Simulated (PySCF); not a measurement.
**Frequency calculation, with input and output: GaF₂ (charge +1)**

- system: GaF₂, charge +1
- method: RKS-based PBE0, Ga def2-TZVP, F def2-TZVP; non-relativistic Hamiltonian; density fitting (PySCF 2.14.0)

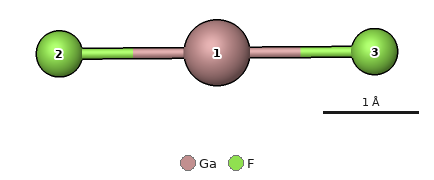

The structure as given in the input (ball-and-stick view, seen on its broad side; atoms are numbered from 1 in the order of the input). Sticks mark near contacts.

Summary:

```csv
quantity,value
outcome,converged
total energy,−2123.898971 hartree
HOMO,−19.19 eV
LUMO,−10.60 eV
zero-point energy,0.004571 hartree
"wavenumbers, lowest and highest",170 and 931 cm⁻¹
hardware,"2 threads of Arm Neoverse N1, 54 GiB of memory available, shared host"
wall time,27 s (CPU time 46 s)
peak memory,0.95 GiB
```

Input file:
```python
from pyscf import gto, scf, dft
mol = gto.M(atom='''
Ga     0.000000     0.000000    -0.000000
F     -0.000000     0.000000     1.661097
F      0.000000     0.000000    -1.661097''',
    basis={'Ga': 'def2-TZVP', 'F': 'def2-TZVP'},
    charge=1, spin=0)
mf = dft.RKS(mol, xc='PBE0')
mf.grids.atom_grid = (75, 302)
aux = {'Ga': 'def2-universal-JKFIT', 'F': 'def2-universal-JKFIT'}
mf = mf.density_fit(auxbasis=aux)
mf.conv_tol = 1e-09
mf.diis_space = 10
mf.max_cycle = 60
mf.verbose = 4
mf.kernel()
```

The script is an equivalent of the set-up of the self-consistent field. The run itself was carried out by a driver, which started from the orbitals of the step before it where there was one and computed the further properties.

Command:
```bash
OMP_NUM_THREADS=2 python axn.py task.json out
```

What the program printed:
```
init E= -2123.89897054643
  HOMO = -0.705311954754905  LUMO = -0.389563200661776  gap/eV = 8.59196
cycle= 1 E= -2123.89897054643  delta_E= -4.09e-12  |g|= 6.06e-06  |ddm|= 4.3e-06
  HOMO = -0.70531051918568  LUMO = -0.389562653379429  gap/eV = 8.59194
Extra cycle  E= -2123.89897054642  delta_E= 1.23e-11  |g|= 8.81e-06  |ddm|= 6.5e-06
converged SCF energy = -2123.89897054642
```

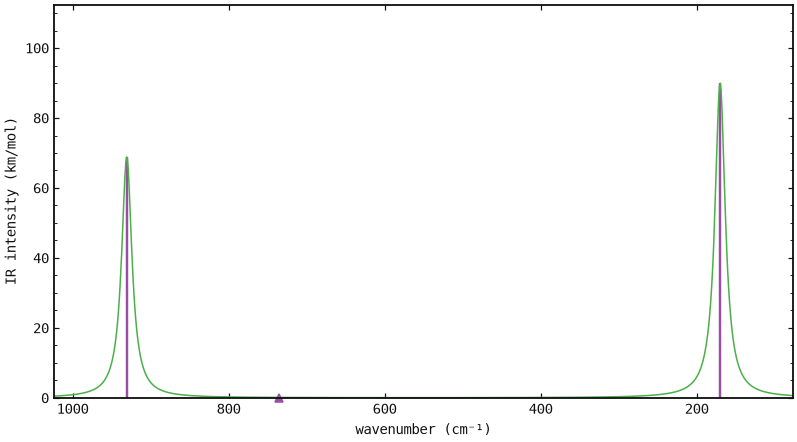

Harmonic infrared spectrum, unscaled: sticks (degenerate modes added up, dark ones marked on the axis) with a Lorentzian envelope of 16 cm⁻¹ full width, scaled to the tallest stick. 4 modes from 170 to 931 cm⁻¹, none imaginary. The strongest line is at 170 cm⁻¹ (90 km/mol). All modes, in cm⁻¹ (km/mol): 170 (45), 170 (45), 736 (0.0), 931 (69).
